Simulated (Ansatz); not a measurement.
# CH₅InSi (SMILES [SiH3][CH2][In]): what the fields show

The calculation's input:

```
crystal:
  periodic: [false, false, false]
  atoms:
    - {symbol: C, position_ang: [-0.151595, -1.345273, 0.911327]}
    - {symbol: In, position_ang: [-1.515882, -3.127485, 0.396737]}
    - {symbol: Si, position_ang: [-0.108708, -0.916618, 2.730498]}
    - {symbol: H, position_ang: [0.773316, 0.250478, 3.117031]}
    - {symbol: H, position_ang: [-1.498259, -0.587094, 3.228727]}
    - {symbol: H, position_ang: [0.367758, -2.101125, 3.541354]}
    - {symbol: H, position_ang: [-0.511159, -0.474689, 0.316959]}
    - {symbol: H, position_ang: [0.870673, -1.598920, 0.549284]}
basis:
  gaussian: {orbitals: def2-TZVPD}
hamiltonian: {xc: pbe0}
output: {forces: true, orbitals: {seedname: orbitals}}
```

Launched as:

```sh
ansatz run input.yaml --threads 2 --pin off --max-ram 4350MiB --events-out events.jsonl --progress --plain --runs-dir runs
```

Geometry: PBE-D3(BJ)/def2-SVP; core potentials replace the inner electrons of In.

These are results of isolated molecule in a Gaussian basis; Kohn-Sham density functional theory, functional PBE0 (Ansatz 0.2.0), not measurements.

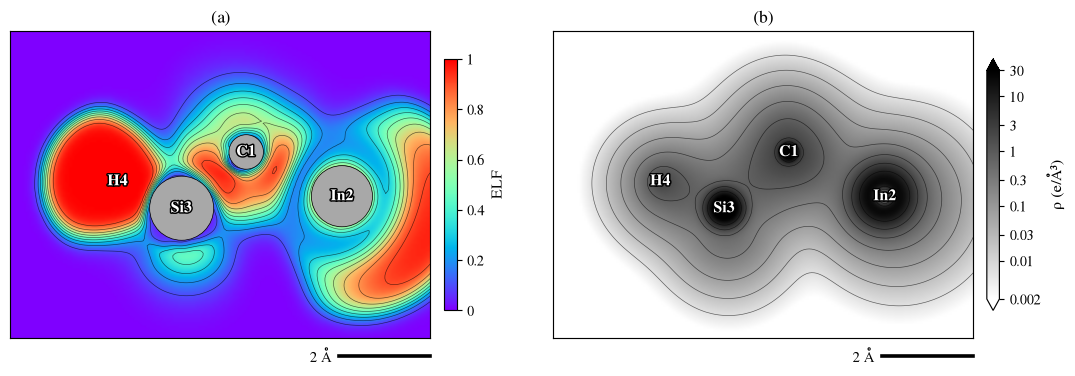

Figure 1. (a) electron localisation function; (b) electron density on the plane of atoms C1, Si3 and H4. Grey discs cover the atomic cores in the ELF map.

> What does the map show?

- The plane passes through C, In, Si and H nuclei.
- C–Si (1.87 Å): the density is about 0.94 e/Å³ at the midpoint; the ELF peaks at about 0.95 between the atoms; a shared electron pair.
- C–In (2.30 Å): the density is about 0.51 e/Å³ at the midpoint; the ELF peaks at about 0.90 in the valence shell of C, 0.7 Å from its nucleus, and drops to about 0.20 between the two atoms.
- Si–H (1.51 Å): ρ is about 0.77 e/Å³ halfway; the ELF climbs to about 1 towards the hydrogen, as it does in any bond to H.

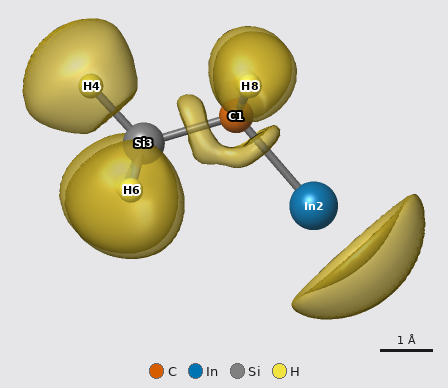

Figure 2. Isosurface of the ELF at 0.8 (yellow), seen across its widest extent. Only the valence region is drawn (cores and ρ < 0.01 e/Å³ removed).

> Identify the bonds, lone pairs and shells in this picture.

The surface consists of one region between bonded C–Si atoms (shared pairs), five regions around hydrogen nuclei and one lobe on In, pointing away from the bonds (lone pairs).

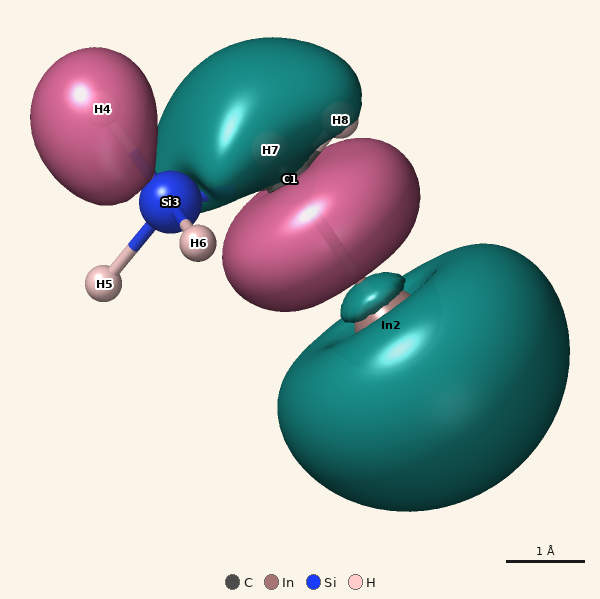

Figure 3. The HOMO at ±0.06 Å⁻³ᐟ² (teal and pink are the two phases), seen at a tilt.

> Where does this orbital lie, and at what energy?

It lies mainly on In2 (about 50 %), C1 (about 30 %) and Si3 (about 5 %). Its energy is −5.74 eV.
